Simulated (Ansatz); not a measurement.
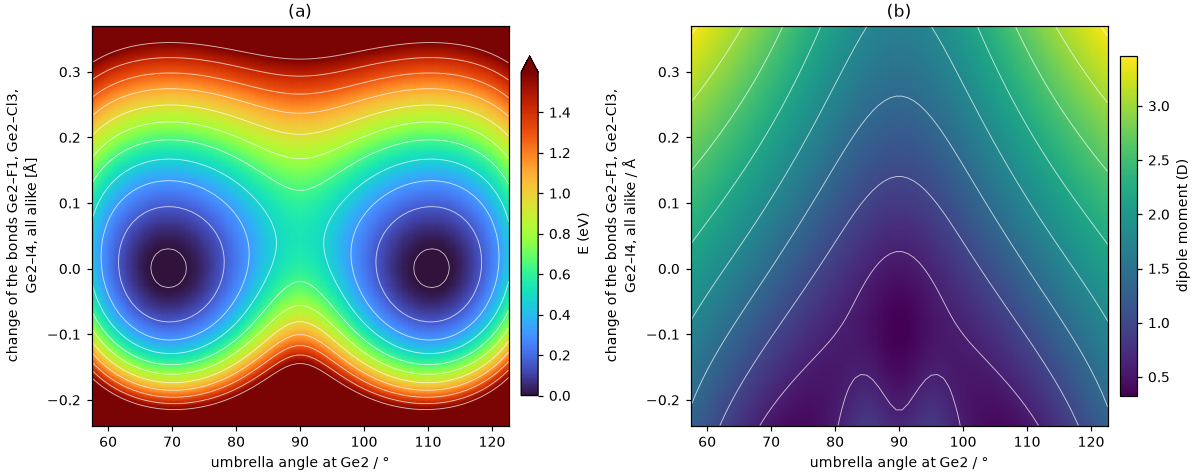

ClFGeI, SMILES [F][Ge]([Cl])[I], spin multiplicity 2. The first coordinate is: umbrella angle at Ge2 (between each of its bonds and their common axis; 90 is planar); the second: change of the bonds Ge2–F1, Ge2–Cl3, Ge2–I4, all alike. Nothing is relaxed (all other coordinates rigid). Grid: 15 × 15 points; 120 points were computed and 105 follow by symmetry. Points are written as (first, second). Energies: eV, counted from the lowest grid point. All numbers below come from Ansatz, UKS PBE-D4/def2-SVP.

Panel (a) is the energy and panel (b) the computed dipole moment on the same grid.

The picture shows a smooth colour map with a few white contour lines, one colour for all values above the top of the scale. Between grid points the surface is interpolated.

How does the dipole moment vary over the map, and what is it at the lowest grid point?

Leaving out the highest fifth of the energies, it runs from 0.33 D at (90.0°, −0.109 Å) to 3.12 D at (57.4°, 0.283 Å). At the lowest grid point, (71.4°, 0.022 Å), it is 1.40 D.
